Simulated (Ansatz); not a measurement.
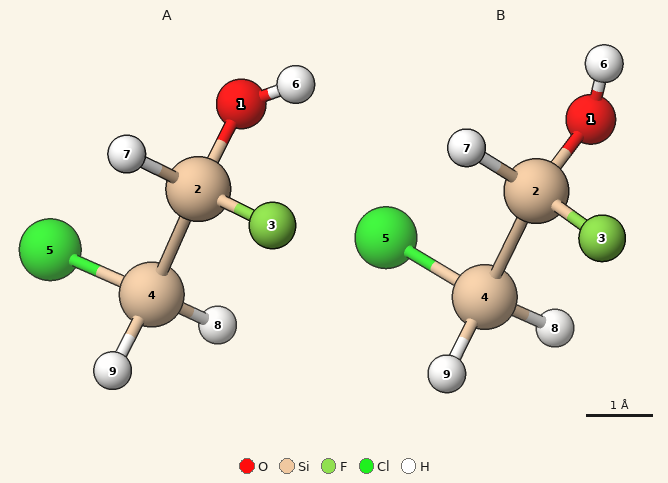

Two geometries of Si₂H₄OClF (coarse preliminary run), drawn at one scale. One is the start of a relaxation, the other its converged end. Style: ball-and-stick. Shown from a free direction.

Level of theory: RKS PBE-D4/def2-SVP (Ansatz). Set-up: force threshold 0.03 eV/Å; at most 200 steps.

Q: Which of the two is the end point?

A: Structure B is the relaxed one. The start comes from a force field. H6 moves most after the best rigid fit: 0.52 Å. Largest moves by element: H 0.52 Å, O 0.35 Å, F 0.26 Å, Cl 0.20 Å, Si 0.08 Å. Near-neighbour distances that change, for instance: Si4–H8 1.435 → 1.502 Å, Si2–Si4 2.280 → 2.347 Å, Si2–F3 1.595 → 1.645 Å, O1–Si2 1.659 → 1.669 Å. Bond angles that change, for instance: O1–Si2–Si4 112.9° → 105.7°, O1–Si2–H7 106.5° → 111.8°, Si2–Si4–Cl5 111.4° → 106.4°. Groups turn about O1–Si2 by about 60°. After 11 accepted moves (12 points after the start) the energy has fallen by 6.14 kcal/mol. The largest force component goes from 1.6 to 0.022 eV/Å. The line search rejected the trial step at point 6 of the run. Cost: 8 s on 4 threads of Intel Xeon 6975P-C, with other jobs on the host.
